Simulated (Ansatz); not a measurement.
**Redistribution: CHCl2F + C2H3I → CHCl2I + C2H3F**

Species: CHCl2F (dichlorofluoromethane) `FC(Cl)Cl`, singlet; C2H3I `C=CI`, singlet; CHCl2I (dichloroiodomethane) `ClC(Cl)I`, singlet; C2H3F `C=CF`, singlet. The partners trade F for I; both sit on C, so the bond types are kept.

Shapes, held fixed at every level: PBE0-D4/def2-TZVP. Programs: Ansatz 0.2.0. The zero-point and thermal change to 298 K, harmonic and unscaled (PBE0-D4/def2-TZVP), is -0.1 kJ/mol.

| level | kind | ΔH(298 K) (kJ/mol) | less CCSD(T)/def2-TZVPP |
| --- | --- | --- | --- |
| HF/def2-SVP | Hartree–Fock | +32.0 | +9.3 |
| r2SCAN-D4/def2-TZVPP | meta-GGA | +22.8 | +0.1 |
| PBE0-D4/def2-TZVPP | global hybrid | +20.0 | -2.7 |
| B2PLYP/def2-TZVPP | double hybrid | +20.8 | -1.9 |
| MP2/def2-TZVPP | perturbation theory | +19.7 | -3.0 |
| CCSD/def2-SVP | coupled cluster or CI | +26.9 | +4.2 |
| CCSD(T)/def2-TZVPP | coupled cluster or CI | +22.7 | 0.0 |

The highest level, CCSD(T)/def2-TZVPP, gives ΔH(298 K) = +22.7 kJ/mol; the levels span +19.7 to +32.0. The column of differences is taken from that level and isn't an error. No measured value is set beside it here. For atoms past krypton def2 sets carry core potentials with scalar relativity. Outer-core shells of I are correlated, in sets that cover them unevenly.

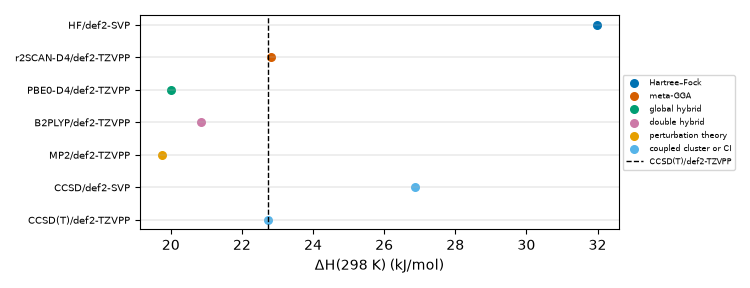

The values of the table, level by level.
